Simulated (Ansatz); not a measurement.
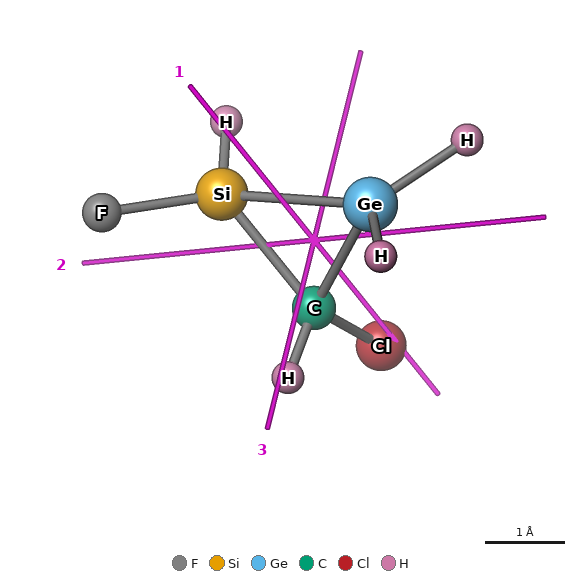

The three principal axes of inertia are drawn and numbered. Atoms fade into the background with distance from the viewer. The geometry was computed by an optimisation with PBE0-D4/def2-TZVP. No frequency run is at hand to confirm it as a minimum. Masses are those of the most abundant isotopes; constants are for the rigid equilibrium geometry.

Which line is the a axis (least moment of inertia), which b and which c?

a is line 1, b is line 2, c is line 3; the moments are 261, 315, 539 u Å².

What kind of rotor is it, and what are its rotational constants in cm⁻¹?

An asymmetric top (C1): A = 0.0646, B = 0.0535, C = 0.0313 cm⁻¹. Ray's parameter κ is 0.34, nearer the oblate limit.
